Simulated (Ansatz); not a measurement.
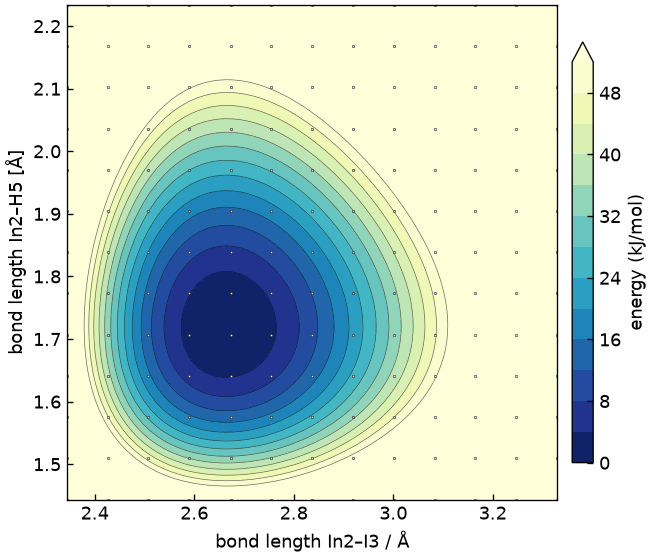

H₂IInO, SMILES [OH][InH][I]. Coordinates scanned: (1) bond length In2–I3; (2) bond length In2–H5. Nothing is relaxed (all other coordinates rigid). The grid has 13 × 13 points. Energies are in kJ/mol, from the relaxed molecule at the same level. Theory: RKS PBE-D4/def2-TZVP (Ansatz 0.2.0).

The picture shows filled contours, dots at the grid points, one colour for all values above the top of the scale. Between grid points the surface is interpolated.

Where is the minimum, and how stiff is the well along each coordinate?

Answer. The interpolated minimum is at bond length In2–I3 ≈ 2.664 Å, bond length In2–H5 ≈ 1.718 Å. The curvatures there are about 9.1 eV/Å² and 12 eV/Å², with a cross term of about 0 eV/Å². Round the minimum the two coordinates are nearly uncoupled. (1 eV is 96.5 kJ/mol.)
